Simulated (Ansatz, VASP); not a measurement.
## Cross-check of Ta between VASP and Ansatz

Aim: how closely do two programs agree when they are given the same cell, functional and k mesh?

Main program and level: Ansatz 0.2.0; plane waves, with VASP 6.6.1 beside it; relaxation of cell and atoms at PBEsol.

## (1) Set-up

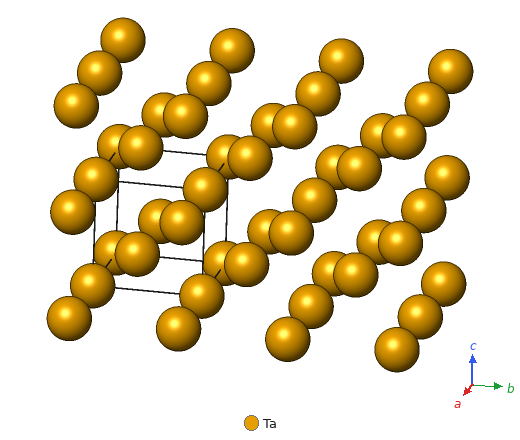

The starting structure, seen slightly off an axis (tantalum orange). 2×3×2 cells are drawn. This picture shows the conventional cell, with its axes. Some periodic images of atoms are drawn too.

Coordinates:

```cif
data_structure
_symmetry_space_group_name_H-M 'Im-3m'
_symmetry_Int_Tables_number 229
_cell_length_a 3.3026
_cell_length_b 3.3026
_cell_length_c 3.3026
_cell_angle_alpha 90.000
_cell_angle_beta 90.000
_cell_angle_gamma 90.000
_cell_volume 36.02
loop_
_atom_site_label
_atom_site_type_symbol
_atom_site_symmetry_multiplicity
_atom_site_Wyckoff_symbol
_atom_site_fract_x
_atom_site_fract_y
_atom_site_fract_z
_atom_site_occupancy
Ta1 Ta 2 a 0.00000 0.00000 0.00000 1
```

## (2) VASP: relaxation of cell and atoms, PBEsol

The relaxed volume is the usual yardstick between codes: its relative difference is about their pressure difference at one cell divided by the bulk modulus.

Lines of VASP's logs that name or quote its potential files are left out, and so is its time.

Contents of INCAR:

```
SYSTEM = Ta
PREC = Accurate
ENCUT = 400
EDIFF = 1E-06
NELM = 100
ISMEAR = -1
SIGMA = 0.05
LREAL = .FALSE.
ALGO = Normal
GGA = PS
NBANDS = 11
LASPH = .TRUE.
LORBIT = 11
LWAVE = .FALSE.
LCHARG = .FALSE.
KPAR = 2
IBRION = 2
NSW = 60
ISIF = 3
EDIFFG = -0.01
```

Contents of POSCAR:

```
Ta
1.0
   -1.6512800000      1.6512800000      1.6512800000
    1.6512800000     -1.6512800000      1.6512800000
    1.6512800000      1.6512800000     -1.6512800000
Ta
1
Direct
    0.0000000000      0.0000000000      0.0000000000
```

Contents of KPOINTS:

```
Automatic mesh
0
Gamma
14 14 14
0 0 0
```

The projector-augmented-wave data sets are Ta_pv (PBE family, release 64).

Started as:

```
$ mpirun -np 2 vasp_std
```

Numbers of over 12 decimals in the logs are rounded to 6 here.

The log of the run:

```text
[banner, memory and clock lines left out]
running    2 mpi-ranks, on    1 nodes
 distrk:  each k-point on    1 cores,    2 groups
 distr:  one band on    1 cores,    1 groups

 POSCAR found type information on POSCAR Ta
 POSCAR found :  1 types and       1 ions
|                                                                             |
|               ----> ADVICE to this user running VASP <----                  |
|                                                                             |
|     You enforced a specific xc type in the INCAR file but a different       |
|     [... a line on the potential file left out ...]
|     I HOPE YOU KNOW WHAT YOU ARE DOING!                                     |
|                                                                             |

 LDA part: xc-table for (Slater+PW92), standard interpolation
 POSCAR, INCAR and KPOINTS ok, starting setup
 FFT: planning ... GRIDC
 FFT: planning ... GRID_SOFT
 FFT: planning ... GRID
 WAVECAR not read
 entering main loop
       N       E                     dE             d eps       ncg     rms          rms(c)
DAV:   1     0.439611822025E+02    0.43961E+02   -0.54889E+03  2288   0.786E+02
DAV:   2    -0.123666626909E+02   -0.56328E+02   -0.55050E+02  2541   0.213E+02
DAV:   3    -0.130656411125E+02   -0.69898E+00   -0.69505E+00  2798   0.238E+01
DAV:   4    -0.130678895854E+02   -0.22485E-02   -0.22482E-02  2507   0.140E+00
DAV:   5    -0.130678989468E+02   -0.93614E-05   -0.93612E-05  2713   0.847E-02    0.139E+01
DAV:   6    -0.126770710063E+02    0.39083E+00   -0.34223E-01  2597   0.641E+00    0.671E+00
DAV:   7    -0.125594080957E+02    0.11766E+00   -0.28558E-01  2594   0.543E+00    0.367E-01
DAV:   8    -0.125578394127E+02    0.15687E-02   -0.66836E-03  2870   0.650E-01    0.438E-02
DAV:   9    -0.125578520150E+02   -0.12602E-04   -0.31635E-05  2631   0.493E-02    0.218E-02
DAV:  10    -0.125578492518E+02    0.27632E-05   -0.29138E-06  2605   0.207E-02    0.369E-03
DAV:  11    -0.125578493586E+02   -0.10676E-06   -0.21477E-07  1468   0.524E-03
   1 F= -.12557849E+02 E0= -.12553715E+02  d E =-.125578E+02
 curvature:   0.00 expect dE= 0.000E+00 dE for cont linesearch  0.000E+00
 trial: gam= 0.00000 g(F)=  0.202E-62 g(S)=  0.251E-01 ort = 0.000E+00 (trialstep = 0.100E+01)
 search vector abs. value=  0.251E-01
 bond charge predicted
       N       E                     dE             d eps       ncg     rms          rms(c)
DAV:   1    -0.127689595149E+02   -0.21111E+00   -0.67876E+00  2417   0.324E+01    0.454E+00
DAV:   2    -0.125828167647E+02    0.18614E+00   -0.21041E-01  2390   0.531E+00    0.153E+00
DAV:   3    -0.125380826742E+02    0.44734E-01   -0.11710E-01  2555   0.387E+00    0.615E-01
DAV:   4    -0.125388052756E+02   -0.72260E-03   -0.21217E-03  2814   0.406E-01    0.538E-02
DAV:   5    -0.125388111393E+02   -0.58637E-05   -0.11364E-04  2591   0.117E-01    0.280E-02
DAV:   6    -0.125388134713E+02   -0.23320E-05   -0.17823E-06  2399   0.149E-02    0.100E-03
DAV:   7    -0.125388132744E+02    0.19690E-06   -0.33622E-08  1357   0.194E-03
   2 F= -.12538813E+02 E0= -.12534261E+02  d E =0.190361E-01
 trial-energy change:    0.019036  1 .order    0.019547   -0.025066    0.064159
 step:   0.2880(harm=  0.2809)  dis= 0.00000  next Energy=   -12.561471 (dE=-0.362E-02)
 bond charge predicted
       N       E                     dE             d eps       ncg     rms          rms(c)
DAV:   1    -0.126785538943E+02   -0.13974E+00   -0.36520E+00  2396   0.244E+01    0.317E+00
DAV:   2    -0.125826354940E+02    0.95918E-01   -0.11930E-01  2414   0.379E+00    0.107E+00
DAV:   3    -0.125612435082E+02    0.21392E-01   -0.57938E-02  2516   0.262E+00    0.379E-01
DAV:   4    -0.125615410778E+02   -0.29757E-03   -0.73500E-04  2789   0.286E-01    0.422E-02
DAV:   5    -0.125615486165E+02   -0.75387E-05   -0.20915E-05  2617   0.453E-02    0.194E-02
DAV:   6    -0.125615475384E+02    0.10781E-05   -0.41625E-07  1667   0.745E-03    0.920E-04
DAV:   7    -0.125615476399E+02   -0.10142E-06   -0.29861E-08  1273   0.198E-03
   3 F= -.12561548E+02 E0= -.12557335E+02  d E =-.369828E-02
 curvature:  -0.14 expect dE=-0.910E-06 dE for cont linesearch -0.910E-06
 trial: gam=-0.01582 g(F)=  0.806E-64 g(S)=  0.648E-05 ort = 0.403E-03 (trialstep = 0.858E+00)
 search vector abs. value=  0.177E-08
 reached required accuracy - stopping structural energy minimisation
```

From OUTCAR (step 2):

```text
ion  position               nearest neighbor table
   1  0.000  0.000  0.000-

  LATTYP: Found a body centered cubic cell.
 ALAT       =     3.3025600000

 Subroutine GETGRP returns: Found 48 space group operations
 (whereof 48 operations were pure point group operations)

The static configuration has the point symmetry O_h .

 Found    104 irreducible k-points:

   k-points           NKPTS =    104   k-points in BZ     NKDIM =    104   number of bands    NBANDS=     11

   dimension x,y,z NGX =    20 NGY =   20 NGZ =   20
   dimension x,y,z NGXF=    40 NGYF=   40 NGZF=   40

   ENCUT  =  400.0 eV  29.40 Ry    5.42 a.u.   4.66  4.66  4.66*2*pi/ulx,y,z

   NELECT =      11.0000    total number of electrons

 k-points in reciprocal lattice and weights: Automatic mesh
   0.00000000  0.00000000  0.00000000       0.000
   0.07142857  0.00000000  0.00000000       0.004
   0.14285714  0.00000000  0.00000000       0.004
   0.21428571  0.00000000  0.00000000       0.004
   0.28571429  0.00000000  0.00000000       0.004
   0.35714286  0.00000000  0.00000000       0.004
   0.42857143  0.00000000  0.00000000       0.004
   0.50000000  0.00000000  0.00000000       0.002
   0.07142857  0.07142857  0.00000000       0.009
[...]
0.50000000  0.50000000  0.42857143       0.004
   0.50000000  0.50000000  0.50000000       0.000

 average (electrostatic) potential at core
       1 -36.0479

 E-fermi :   5.4435

 k-point     1 :       0.0000    0.0000    0.0000
  band No.  band energies     occupation
      1     -27.4979      2.00000
      2     -27.4979      2.00000
      3     -27.4979      2.00000
      4      -2.5340      2.00000
      5       6.1791      0.00000
      6       6.1791      0.00000
      7       6.1791      0.00000
      8       9.5129      0.00000
      9       9.5129      0.00000
    ...

 k-point     2 :       0.0714    0.0000    0.0000
  band No.  band energies     occupation
      1     -27.5655      2.00000
      2     -27.5185      2.00000
      3     -27.4983      2.00000
      4      -2.3008      2.00000
      5       6.0279      0.00002
      6       6.1336      0.00000
      7       6.4082      0.00000
      8       9.2725      0.00000
      9       9.5135      0.00000
    ...

 k-point     3 :       0.1429    0.0000    0.0000
  band No.  band energies     occupation
      1     -27.7514      2.00000
      2     -27.5761      2.00000
      3     -27.4994      2.00000
      4      -1.6432      2.00000
      5       5.6328      0.04433
      6       5.9218      0.00014
      7       7.0838      0.00000
      8       8.8864      0.00000
      9       9.5359      0.00000
    ...

  Total       -0.0066892     -0.0066892     -0.0066892      0.0000000     -0.0000000     -0.0000000
  in kB       -0.6055059     -0.6055059     -0.6055059      0.0000000     -0.0000000     -0.0000000
  external PRESSURE =      -0.6055059 kB  Pullay stress =       0.0000000 kB

  energy-cutoff  :      400.00
  volume of cell :       17.70
      direct lattice vectors                 reciprocal lattice vectors
    -1.641733167  1.641733167  1.641733167     0.000000000  0.304556191  0.304556191
     1.641733167 -1.641733167  1.641733167     0.304556191  0.000000000  0.304556191
     1.641733167  1.641733167 -1.641733167     0.304556191  0.304556191  0.000000000

 POSITION                                       TOTAL-FORCE (eV/Angst)
 -----------------------------------------------------------------------------------
      0.00000     -0.00000      0.00000        -0.000000     -0.000000     -0.000000
 -----------------------------------------------------------------------------------
    total drift:                               -0.000000     -0.000000      0.000000

  FREE ENERGIE OF THE ION-ELECTRON SYSTEM (eV)
  ---------------------------------------------------
  free  energy   TOTEN  =       -12.5615476399 eV

  energy  without entropy=      -12.5531232893  energy(sigma->0) =      -12.55733546

 reached required accuracy - stopping structural energy minimisation

 total charge
# of ion       s       p       d       tot
------------------------------------------
    1        0.374   6.175   2.419   8.968

[... 3 further parts left out ...]
```

## (3) Ansatz: relaxation of cell and atoms, PBEsol

Ansatz runs on its default PAW (the set named soft_2) files.

The same cell, functional, mesh and smearing now go to Ansatz, which takes its cutoff from its data sets.

Contents of input.yaml:

```yaml
crystal:
  lattice:
    - [-1.65128, 1.65128, 1.65128]
    - [1.65128, -1.65128, 1.65128]
    - [1.65128, 1.65128, -1.65128]
  atoms:
    - { symbol: Ta, position: [0.0, 0.0, 0.0] }
hamiltonian:
  xc: pbesol
  pseudopotentials: { kind: paw }
kpoints:
  mp_grid: { grid: [14, 14, 14] }
scf:
  occupations: { method: fermi_dirac, width: 0.05 }
relax:
  f_tol: 0.01
  max_steps: 60
  cell: { stress_tol: 0.05 }
output:
  forces: true
  stress: true
```

Started as:

```
$ ansatz run input.yaml --threads 4 --pin off --max-ram 9216MiB --backend cpu --events-out ev --progress --plain --runs-dir out
```

The log of the run:

```text
Engine: ansatz 0.2.0, aarch64-unknown-linux-gnu
Pseudopotentials: kind: paw
Pseudopotential: Ta, paw, valence charge 13, recommended cutoff 420 eV (normal), Ta.paw.azcp
Functional definition: PBEsol
  exchange = pbesol_x
  correlation = pbesol_c
Crystal: 1 atoms, lattice volume = 18.010 Å³
Basis set: ecut = 420 eV, 369 PW (Γ), exchange–correlation on 40×40×40 points (8 copies of the dense FFT grid, shifted against one another)
Bands: 11, of which v1, the nominal top of the filled ones, is band 7 counted from 1 (6 counted from 0)
Symmetry: 48 space group operations
Space group: Im-3m (ITA 229), of the structure as read, at distance tolerance 2.6e-5 Å
k-points: 104 of 2744
Non-local potential: Ta, projectors of the file, l = 0: 3, l = 1: 2, l = 2: 2, l = 3: 1
PAW form: soft (Blöchl's): semilocal exchange-correlation on the pseudo side does not see the compensation charge
PAW frozen core: Ta, regenerated for the run's functional, and the local potential with it (the file was generated under x = pbe(κ = 0.804, μ = 0.219515), c = pbe(β = 0.066725))
PAW one-centre angular grid: Ta, 590 points (default); XC on 64 Gauss nodes
Initial density: superposition of atomic densities (neutral atoms: chi_scale 0, normalization atom), corrected by the library's trained network
Initial wavefunctions: pseudopotential atomic-orbital guess
Functional: x = pbesol(κ = 0.804, μ = 0.123457), c = pbesol(β = 0.046)
SCF iter   1: F=—  HF=-9806.505740 eV  |F-HF|=—  |Δ(HF+E_count)|=         —  Δρ=2.17e-3  dr2=2.32e-4  ethr=1.77e-3  ⟨swp⟩=5.9  Hψ=6650  notcnv=0
preconditioner: auto → none  [metal: Δε(μ)=0.050 eV  Ē_g=8.322 eV  σ=0.050 eV  W_gap=0.24  n_scr=0 (ndim 8)  ℏωp=19.6 eV  f_vac=0.000  D(μ)=0.95/eV (n_scr^D=12)]
SCF iter   2: F=—  HF=-9806.505528 eV  |F-HF|=—  |Δ(HF+E_count)|=   2.12e-4  Δρ=1.03e-3  dr2=5.07e-5  ethr=1.78e-6  ⟨swp⟩=2.1  Hψ=2522  notcnv=0
SCF iter   3: F=—  HF=-9806.505567 eV  |F-HF|=—  |Δ(HF+E_count)|=   3.93e-5  Δρ=1.60e-4  dr2=1.71e-6  ethr=3.90e-7  ⟨swp⟩=1.1  Hψ=1145  notcnv=0
SCF iter   4: F=—  HF=-9806.505567 eV  |F-HF|=—  |Δ(HF+E_count)|=   2.45e-7  Δρ=4.54e-5  dr2=1.10e-7  ethr=1.32e-8  ⟨swp⟩=2.1  Hψ=1706  notcnv=0
iter 5 did not close the SCF: its close was put off for the readings that it lacked (scf_convergence_deferred on its scf_iter line)
SCF iter   5: F=-9806.505567 eV  HF=-9806.505567 eV  |F-HF|=1.77e-8  |Δ(HF+E_count)|=   3.03e-8  Δρ=2.58e-5  dr2=3.41e-8  ethr=8.42e-10  ⟨swp⟩=1.1  Hψ=1152  notcnv=0
SCF iter   6: F=-9806.505567 eV  HF=-9806.505567 eV  |F-HF|=1.26e-10  |Δ(HF+E_count)|=   1.46e-8  Δρ=2.37e-6  dr2=3.04e-10  ethr=2.62e-10  ⟨swp⟩=2.7  Hψ=3568  notcnv=0
SCF 1 converged in 6 iterations: F = -9806.505567 eV  dr2 = 3.04e-10
  greatest PAW one-centre occupation: 1.000 electrons in one spin orbital (limit 2), on the Ta atom at site 0 (counted from 0), in its partial waves of l = 0
relax step   1: F+E_penalty+E_count = -9806.50556692 eV  Δ(F+E_penalty+E_count) = +0.000e0 eV  max|allowed force component| = 0.000e0 eV/Å  Δτ_max = 0.0000 Å  P = -3.814 GPa  Ω = 18.010 Å³  (6 SCF iters, dr2 threshold 1.00e-7 eV, accepted)
[...]
relax step   2: F+E_penalty+E_count = -9806.46900406 eV  Δ(F+E_penalty+E_count) = +3.656e-2 eV  max|allowed force component| = 0.000e0 eV/Å  Δτ_max = 0.0000 Å  P = +13.758 GPa  Ω = 16.688 Å³  energy of the carried Pulay correction = +4.443e-4 eV  (4 SCF iters, dr2 threshold 1.00e-7 eV, rejected (line search))
[...]
relax step   3: F+E_penalty+E_count = -9806.50960101 eV  Δ(F+E_penalty+E_count) = -4.034e-3 eV  max|allowed force component| = 0.000e0 eV/Å  Δτ_max = 0.0000 Å  P = -0.277 GPa  Ω = 17.706 Å³  energy of the carried Pulay correction = +9.940e-5 eV  (6 SCF iters, accepted)
[...]
relax step   4: F+E_penalty+E_count = -9806.50962817 eV  Δ(F+E_penalty+E_count) = -2.716e-5 eV  max|allowed force component| = 0.000e0 eV/Å  Δτ_max = 0.0000 Å  P = -0.003 GPa  Ω = 17.683 Å³  energy of the carried Pulay correction = +1.068e-4 eV  (2 SCF iters, dr2 threshold 1.00e-7 eV, accepted)
[...]
relax step   5: F+E_penalty+E_count = -9806.50952950 eV  Δ(F+E_penalty+E_count) = +9.867e-5 eV  max|allowed force component| = 0.000e0 eV/Å  Δτ_max = 0.0000 Å  P = -0.011 GPa  Ω = 17.683 Å³  stress off target by 1.05e-2 GPa  SCF on the basis re-selected at this cell (its energy is not comparable with the rows above)  (4 SCF iters)
basis re-selected at this cell: Δ(F+E_penalty+E_count) = +9.867e-5 eV, ΔP = -0.008 GPa vs the last step (what re-selecting the basis moved, of the pressure what is left beyond the Pulay correction that the steps carried, after the strain that the cell walked since its last selection, with what the two solves' SCF thresholds leave and, on support functions, any second-order correction that the steps lacked; it is no measure of the basis error at this ecutwfc). This SCF's stress stands 1.05e-2 GPa from its target on what of the cell is left free (relax.cell.stress_tol is 5.00e-2 GPa) and its largest allowed force component is 0.00e0 eV/Å (relax.f_tol is 1.00e-2 eV/Å): [rest of the remark cut]
SCF converged after 4 iterations
Free energy (F): -9806.509530 eV
Harris-Foulkes:  -9806.509530 eV  (|F-HF|=1.82e-12)
Internal energy: -9806.501116 eV  (E = F + TS)
E sigma→0 (E₀):  -9806.505323 eV
Entropy (-TS):   -0.008414 eV (-8.414 meV/atom)
Fermi energy:    18.844167 eV
--- Per-component energies (eV) ---
  E_band       = -100.057188
  E_kinetic    = 366.690639
  E_local      = -539.469713  (includes V_loc(G=0)·N_el)
  E_nonlocal   = 17.741039
  E_hartree    = 187.175248
  E_xc         = -217.152957
  E_vxc        = -204.032530  (∫ρ·V_xc dr)
  E_paw        = -8272.669097  (= ΣΔE_a)
  E_vpaw       = -115.337258  (= ΣTr[D̂ρ^β])
  E_aug_tail   = 0.000138  (compensation charges beyond the density's cutoff)
  E_ewald      = -1349.030061
  E_core_change = 0.213646  (= ΣΔE_core)
  E_smearing   = -0.008414  (= −TS)
  E_closure    = 0.000000  (closes the sum)
  Σ components = -9806.509530   (vs F -9806.509530, Δ=0.00e0)
--- Forces (eV/Å), atoms counted from 1 ---
  atom   1  Ta     0.00000000    -0.00000000     0.00000000
  max |Σ_I F_I| component: 4.93e-32 eV/Å
--- Stress (GPa, compression-positive) ---
       -0.010512      -0.000000      -0.000000
       -0.000000      -0.010512      -0.000000
       -0.000000      -0.000000      -0.010512
  P = ⅓ Tr σ = -0.0105 GPa (-0.105 kbar)
--- Relaxed structure (4 steps of the walk, 3 accepted, 1 SCFs on fresh bases) ---
  F+E_penalty+E_count = -9806.50952950 eV   max|allowed force component| = 0.000e0 eV/Å   (the final SCF, on the basis selected at the relaxed cell)
  cell:  # Å, volume = 17.6832 Å³
    - [-1.641220, 1.641220, 1.641220]
    - [1.641220, -1.641220, 1.641220]
    - [1.641220, 1.641220, -1.641220]
  atoms:
    - { symbol: Ta, position: [0.0, 0.0, 0.0] }
```

Elapsed: 1.8 s, on 4 threads of Arm Neoverse V1, shared host; peak memory 0.3 GiB.

## (4) Side by side

Known differences besides the PAW data sets themselves: both relaxations stop at a tolerance, which leaves soft axes loose, and VASP keeps its plane-wave basis; the data sets hold 13 valence electrons in Ansatz (default PAW (the set named soft_2) files) and 11 in VASP; the cutoff is 420 eV in Ansatz and 400 eV in VASP; Ansatz makes its cores anew for this functional, VASP keeps those of its PBE data sets; Ansatz adds a Pulay correction to the stress that steers its cell, VASP none. Total energies have different zeros and are not compared.

The two programs side by side:

| quantity | Ansatz | VASP | difference |
| --- | --- | --- | --- |
| volume (Å³) | 17.68 | 17.70 | -0.09 % |
| edge a after relaxation, in the typed setting (Å) | 2.843 | 2.844 | -0.03 % |

The walks stopped with -0.01 GPa left in Ansatz and -0.06 GPa in VASP; each walk ends within a tolerance, so the volume difference is uncertain by about these residues over the bulk modulus, most in soft cells.

## (5) Outcome

| Property | Result |
| --- | --- |
| difference in volume (relaxation of cell and atoms, PBEsol) | -0.094 % |

**Reading.** The difference in volume is -0.094 % (relaxation of cell and atoms, PBEsol), within the 1.2 % picked in this series as the mark of a large difference, as far as the stopping tolerances let one tell. Differences of this kind measure data sets and numerical settings, not the functional's error against experiment.

[Lines on the potential files, build, host, timing and source positions are cut from VASP's logs without a mark.]

[Logs are printed without paths, hosts, clocks, repeated set-up lines and the standing remarks that a program may print on its own settings, such as how far it seeks lower states.]

[Hosts, paths, dates, database ids (printed as entryN), source tags and the programs' standing remarks are cut or masked in the printed files.]
